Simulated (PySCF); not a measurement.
# GHF/x2c-SVPall (X2C-SO) run of H2Te (SMILES [TeH2])

Aim: the energy difference between two shapes of H2Te at GHF/x2c-SVPall (X2C-SO), from 2 runs. The job is set up through a Python script.

The results are computed with PySCF 2.14.0.

6 further runs of the same task are left out: 4 for a known fault of the program, 2 that didn't finish.

## 1. The system as given

The species is H2Te (3 atoms), meant as a singlet with charge 0. As SMILES, `[TeH2]`. The coordinates come from a PBE0-D4/def2-TZVP relaxation.

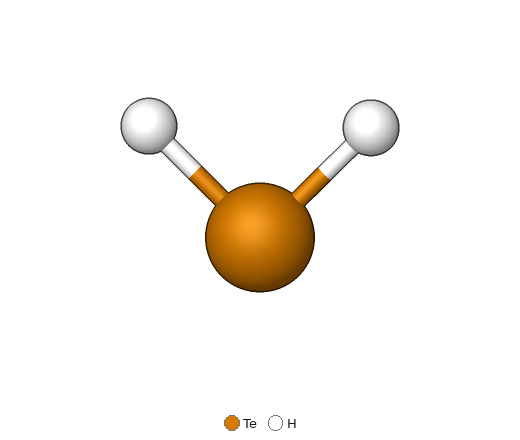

The structure, seen from a chosen angle (tellurium orange, hydrogen white).

## 2. The energy at GHF/x2c-SVPall (X2C-SO)

job.py

```python
from pyscf import gto, scf

mol = gto.Mole()
mol.atom = '''
Te     1.094151    -0.876833     0.489439
H      0.475644     2.190571     0.502856
H     -1.590394    -1.436381    -1.017240
'''
mol.basis = 'x2c-svpall'
mol.spin = 0
mol.max_memory = 1860
mol.unit = 'bohr'
mol.verbose = 4
mol.build()

mf = scf.GHF(mol).x2c1e()
mf.kernel()

etot = mf.e_tot
print(f'total energy: {etot:.8f} hartree')
```

Started as:

```sh
OMP_NUM_THREADS=1 python job.py
```

Standard output:

```text
PySCF version 2.14.0

[INPUT] num. atoms = 3
[INPUT] num. electrons = 54
[INPUT] charge = 0
[INPUT] spin (= nelec alpha-beta = 2S) = 0
[INPUT] symmetry False subgroup None
[INPUT] Mole.unit = bohr
[INPUT] Symbol           X                Y                Z      unit          X                Y                Z       unit  Magmom
[INPUT]  1 Te     0.578999774505  -0.464000041383   0.258999964935 AA    1.094151000000  -0.876833000000   0.489439000000 Bohr   0.0
[INPUT]  2 H      0.251699965311   1.159200252102   0.266099935574 AA    0.475644000000   2.190571000000   0.502856000000 Bohr   0.0
[INPUT]  3 H     -0.841600261184  -0.760100091398  -0.538300226036 AA   -1.590394000000  -1.436381000000  -1.017240000000 Bohr   0.0

nuclear repulsion = 33.4622479005585
number of shells = 7
number of NR pGTOs = 119
number of NR cGTOs = 46
basis = x2c-svpall
ecp = {}

******** <class 'pyscf.x2c.x2c.X2C1eGHF'> ********
method = X2C1eGHF
initial guess = minao
damping factor = 0
level_shift factor = 0
DIIS = <class 'pyscf.scf.diis.CDIIS'>
diis_start_cycle = 1
diis_space = 8
diis_damp = 0
SCF conv_tol = 1e-09
SCF conv_tol_grad = None
SCF max_cycles = 50
direct_scf = True
direct_scf_tol = 1e-13

******** <class 'pyscf.x2c.x2c.SpinOrbitalX2CHelper'> ********
approx = 1e
xuncontract = 1
Set gradient conv threshold to 3.16228e-05
Initial guess from minao.
init E= -6791.12138988754
  HOMO = -0.245488769638391  LUMO = 0.0266971469098145  gap/eV = 7.40656
cycle= 1 E= -6790.54015762097  delta_E= 0.581  |g|= 0.151  |ddm|= 1.22
  HOMO = -0.312026858270794  LUMO = 0.100955380291194  gap/eV = 11.23782
cycle= 2 E= -6790.55724295758  delta_E= -0.0171  |g|= 0.0408  |ddm|= 0.236
  HOMO = -0.321078911623591  LUMO = 0.104069716517739  gap/eV = 11.56888
cycle= 3 E= -6790.55870693788  delta_E= -0.00146  |g|= 0.0113  |ddm|= 0.0803
  HOMO = -0.3195173434909  LUMO = 0.107967044247469  gap/eV = 11.63244
cycle= 4 E= -6790.55890757344  delta_E= -0.000201  |g|= 0.00302  |ddm|= 0.0276
  HOMO = -0.320536543307334  LUMO = 0.107832220533101  gap/eV = 11.65651
cycle= 5 E= -6790.55892724633  delta_E= -1.97e-05  |g|= 0.000935  |ddm|= 0.0117
  HOMO = -0.320547587202944  LUMO = 0.107958528193331  gap/eV = 11.66025
cycle= 6 E= -6790.55892991408  delta_E= -2.67e-06  |g|= 0.000411  |ddm|= 0.00448
  HOMO = -0.320630749207719  LUMO = 0.107950280761121  gap/eV = 11.66228
cycle= 7 E= -6790.55893068474  delta_E= -7.71e-07  |g|= 0.000166  |ddm|= 0.00283
  HOMO = -0.320622543658129  LUMO = 0.107958006745141  gap/eV = 11.66227
cycle= 8 E= -6790.55893082393  delta_E= -1.39e-07  |g|= 4.71e-05  |ddm|= 0.00149
  HOMO = -0.320622565699712  LUMO = 0.107958102583172  gap/eV = 11.66227
cycle= 9 E= -6790.55893083183  delta_E= -7.9e-09  |g|= 2.42e-05  |ddm|= 0.000261
  HOMO = -0.320622492482021  LUMO = 0.107959697393532  gap/eV = 11.66232
cycle= 10 E= -6790.55893083448  delta_E= -2.65e-09  |g|= 1.04e-05  |ddm|= 0.000152
  HOMO = -0.320623485255483  LUMO = 0.107960167297656  gap/eV = 11.66236
cycle= 11 E= -6790.55893083501  delta_E= -5.28e-10  |g|= 3.24e-06  |ddm|= 7.79e-05
  HOMO = -0.320623769157793  LUMO = 0.10796011206216  gap/eV = 11.66236
Extra cycle  E= -6790.55893083503  delta_E= -2.36e-11  |g|= 2.09e-06  |ddm|= 1.06e-05
converged SCF energy = -6790.55893083503  <S^2> = 0.015431709  2S+1 = 1.0304013
total energy: -6790.55893084 hartree
```

Wall time 2.3 s (1 thread of Arm Neoverse V2, shared host); peak memory 0.15 GiB.

## 3. The distorted shape at the same level

calc.py

```python
from pyscf import gto, scf

molecule = gto.Mole()
molecule.atom = '''
Te     1.147374    -0.864109     0.509049
H      0.439530     2.213300     0.479475
H     -1.572893    -1.408311    -1.027631
'''
molecule.max_memory = 1860
molecule.basis = 'x2c-svpall'
molecule.unit = 'bohr'
molecule.spin = 0
molecule.verbose = 4
molecule.build()

hf = scf.GHF(molecule).x2c1e()
hf.kernel()

e_tot = hf.e_tot
print('Final energy', e_tot)
```

Started as:

```sh
OMP_NUM_THREADS=1 python calc.py
```

Standard output:

```text
PySCF version 2.14.0

[INPUT] num. atoms = 3
[INPUT] num. electrons = 54
[INPUT] charge = 0
[INPUT] spin (= nelec alpha-beta = 2S) = 0
[INPUT] symmetry False subgroup None
[INPUT] Mole.unit = bohr
[INPUT] Symbol           X                Y                Z      unit          X                Y                Z       unit  Magmom
[INPUT]  1 Te     0.607164173202  -0.457266790551   0.269377130042 AA    1.147374000000  -0.864109000000   0.509049000000 Bohr   0.0
[INPUT]  2 H      0.232589259516   1.171227920929   0.253727243206 AA    0.439530000000   2.213300000000   0.479475000000 Bohr   0.0
[INPUT]  3 H     -0.832339130816  -0.745246087088  -0.543798906435 AA   -1.572893000000  -1.408311000000  -1.027631000000 Bohr   0.0

nuclear repulsion = 33.0902909547105
number of shells = 7
number of NR pGTOs = 119
number of NR cGTOs = 46
basis = x2c-svpall
ecp = {}

******** <class 'pyscf.x2c.x2c.X2C1eGHF'> ********
method = X2C1eGHF
initial guess = minao
damping factor = 0
level_shift factor = 0
DIIS = <class 'pyscf.scf.diis.CDIIS'>
diis_start_cycle = 1
diis_space = 8
diis_damp = 0
SCF conv_tol = 1e-09
SCF conv_tol_grad = None
SCF max_cycles = 50
direct_scf = True
direct_scf_tol = 1e-13

******** <class 'pyscf.x2c.x2c.SpinOrbitalX2CHelper'> ********
approx = 1e
xuncontract = 1
Set gradient conv threshold to 3.16228e-05
[... 1 set-up line as earlier in the session ...]
init E= -6791.0997844127
  HOMO = -0.24493185552456  LUMO = 0.0196878890825798  gap/eV = 7.20067
cycle= 1 E= -6790.53924714252  delta_E= 0.561  |g|= 0.15  |ddm|= 1.22
  HOMO = -0.311499480033373  LUMO = 0.09516921794012  gap/eV = 11.06602
cycle= 2 E= -6790.55638046861  delta_E= -0.0171  |g|= 0.0416  |ddm|= 0.237
  HOMO = -0.321347078531671  LUMO = 0.0982142745415536  gap/eV = 11.41685
cycle= 3 E= -6790.55789805096  delta_E= -0.00152  |g|= 0.0115  |ddm|= 0.083
  HOMO = -0.319730172211208  LUMO = 0.102203915862182  gap/eV = 11.48141
cycle= 4 E= -6790.55810960852  delta_E= -0.000212  |g|= 0.00312  |ddm|= 0.028
  HOMO = -0.320768326983787  LUMO = 0.102081815180289  gap/eV = 11.50634
cycle= 5 E= -6790.55813110433  delta_E= -2.15e-05  |g|= 0.000988  |ddm|= 0.0121
  HOMO = -0.320783157268152  LUMO = 0.102216401313301  gap/eV = 11.51040
cycle= 6 E= -6790.55813423228  delta_E= -3.13e-06  |g|= 0.000447  |ddm|= 0.00477
  HOMO = -0.320869861268925  LUMO = 0.102208092428235  gap/eV = 11.51254
cycle= 7 E= -6790.55813518941  delta_E= -9.57e-07  |g|= 0.000183  |ddm|= 0.00314
  HOMO = -0.320860884843197  LUMO = 0.102217119357987  gap/eV = 11.51254
cycle= 8 E= -6790.55813536509  delta_E= -1.76e-07  |g|= 5.28e-05  |ddm|= 0.00169
  HOMO = -0.320860187926998  LUMO = 0.102217239450361  gap/eV = 11.51252
cycle= 9 E= -6790.55813537534  delta_E= -1.02e-08  |g|= 2.85e-05  |ddm|= 0.000288
  HOMO = -0.320860370946764  LUMO = 0.10221923232898  gap/eV = 11.51258
cycle= 10 E= -6790.55813537929  delta_E= -3.94e-09  |g|= 1.24e-05  |ddm|= 0.000185
  HOMO = -0.320861623692363  LUMO = 0.102219880291165  gap/eV = 11.51263
cycle= 11 E= -6790.55813538008  delta_E= -7.91e-10  |g|= 3.92e-06  |ddm|= 9.62e-05
  HOMO = -0.320861962840917  LUMO = 0.102219821958808  gap/eV = 11.51264
Extra cycle  E= -6790.55813538011  delta_E= -3.64e-11  |g|= 2.55e-06  |ddm|= 1.29e-05
converged SCF energy = -6790.55813538011  <S^2> = 0.016171817  2S+1 = 1.0318368
Final energy -6790.558135380114
```

Run time: 2.3 s. Hardware: 1 thread of Arm Neoverse V2, shared host; peak memory 0.15 GiB.

## 4. Outcome

At GHF/x2c-SVPall (X2C-SO):

| quantity | value |
| --- | --- |
| first shape: total energy | -6790.55893 Eh |
| first shape: dipole moment | 0.29 D |
| first shape: HOMO energy | -8.72 eV |
| first shape: LUMO energy | 2.94 eV |
| first shape: HOMO–LUMO gap | 11.66 eV |
| first shape: ⟨S²⟩ | 0.015 |
| distorted shape: total energy | -6790.55814 Eh |
| distorted shape: dipole moment | 0.22 D |
| distorted shape: HOMO energy | -8.73 eV |
| distorted shape: LUMO energy | 2.78 eV |
| distorted shape: HOMO–LUMO gap | 11.51 eV |
| distorted shape: ⟨S²⟩ | 0.016 |
| energy change with the atoms displaced | 0.022 eV |

With the atoms displaced the energy rises by 0.02 eV (2.1 kJ/mol). The first shape isn't relaxed at this level, so the change isn't measured from a minimum.
